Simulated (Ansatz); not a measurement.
**CuF (fluorocopper): BLYP/def2-TZVPP**

What is the electronic atomisation energy of CuF (fluorocopper) at BLYP/def2-TZVPP? 

The calculation is run with Ansatz 0.2.0.

20 further runs of the same task are left out: 20 set aside as unsound or not needed.

## Step 1: The system as given

CuF has 2 atoms, charge 0, and is taken as a singlet. As SMILES, `[F][Cu]`. The shape is that of a PBE0-D4/def2-TZVP optimisation.

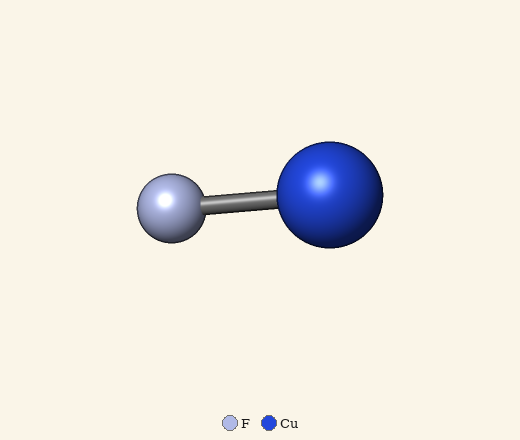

Viewed from a chosen angle; fluorine light blue, copper blue.

## Step 2: The energy at BLYP/def2-TZVPP

job.yaml

```yaml
crystal:
  periodic: [false, false, false]
  atoms:
    - {symbol: F, position_ang: [0.751010, -0.268940, 0.377080]}
    - {symbol: Cu, position_ang: [-0.751010, 0.268940, -0.377080]}
basis:
  gaussian:
    orbitals: def2-TZVPP
accuracy: high
hamiltonian:
  xc: {name: BLYP}
magnetization:
  spin_polarized: false
output:
  orbitals: {seedname: orbitals}
```

Launch:

```
$ ansatz run job.yaml --threads 1 --pin off --max-ram 3480MiB --events-out events.jsonl --progress --plain --runs-dir runs
```

Log:

```text
Warning: RAYON_NUM_THREADS=1 ignored (pool sized by the plan → 1); use --threads N
Functional definition: BLYP
  name "BLYP"
  parameter beta = 0.0042
  parameter a = 0.04918
  parameter b = 0.132
  parameter c = 0.2533
  parameter d = 0.349
  exchange = b88_x(beta = beta)
  correlation = lyp_c(a = a, b = b, c = c, d = d)
1369 factors; integrals over basis functions are off by at most 4.3e-9 eV
mean field evaluation 1: about -47355.7069 eV, gradient 7.0e1 eV
mean field evaluation 2: about -47138.3345 eV, gradient 4.1e2 eV
mean field evaluation 4: about -47358.6289 eV, gradient 5.5e1 eV
mean field evaluation 8: about -47361.6069 eV, gradient 8.1e-1 eV
mean field evaluation 16: about -47361.6079 eV, gradient 7.0e-6 eV
mean field -47361.60787156 eV, -1740.5069864289 hartree, gradient 3.0e-8 eV, S^2 0.000000; 0 other end points of the search recorded, 0 dependent functions left out
reference -47361.60791061 eV, -1740.5069878642 hartree; 19, 19 occupied and 76, 76 virtual orbitals, 1369 factors
Total energy: -47361.60791061 eV, -1740.5069878642 hartree
```

It took 4.2 s on 1 thread of Arm Neoverse V2, shared host; peak memory 0.18 GiB.

## Step 3: The Cu atom, same level

molecule.yaml

```yaml
crystal:
  periodic: [false, false, false]
  atoms:
    - {symbol: Cu, position_ang: [0.000000, 0.000000, 0.000000]}
basis:
  gaussian:
    orbitals: def2-TZVPP
magnetization:
  spin_polarized: true
  initial_magnetization: 1
hamiltonian:
  xc: {name: BLYP}
accuracy: high
```

Run the same way, it converges to -1640.59168 Eh (log not shown).

## Step 4: The F atom at the same level

in.yaml

```yaml
crystal:
  periodic: [false, false, false]
  atoms:
    - {symbol: F, position_ang: [0.000000, 0.000000, 0.000000]}
basis:
  gaussian:
    orbitals: def2-TZVPP
magnetization:
  spin_polarized: true
  initial_magnetization: 1
hamiltonian:
  xc: {name: BLYP}
accuracy: high
```

Run the same way, it converges to -99.76086 Eh (log not shown).

## Step 5: What came out

Level: BLYP/def2-TZVPP.

```
                     quantity           value
       molecule: total energy  -1740.50699 Eh
        molecule: HOMO energy        -6.00 eV
        molecule: LUMO energy        -4.17 eV
      molecule: HOMO–LUMO gap         1.83 eV
        Cu atom: total energy  -1640.59168 Eh
                Cu atom: ⟨S²⟩           0.751
         F atom: total energy    -99.76086 Eh
                 F atom: ⟨S²⟩           0.751
electronic atomisation energy        4.203 eV
```

What this shows: Taking the molecule apart into free atoms costs 4.20 eV (406 kJ/mol), before zero-point energy and without spin-orbit coupling.
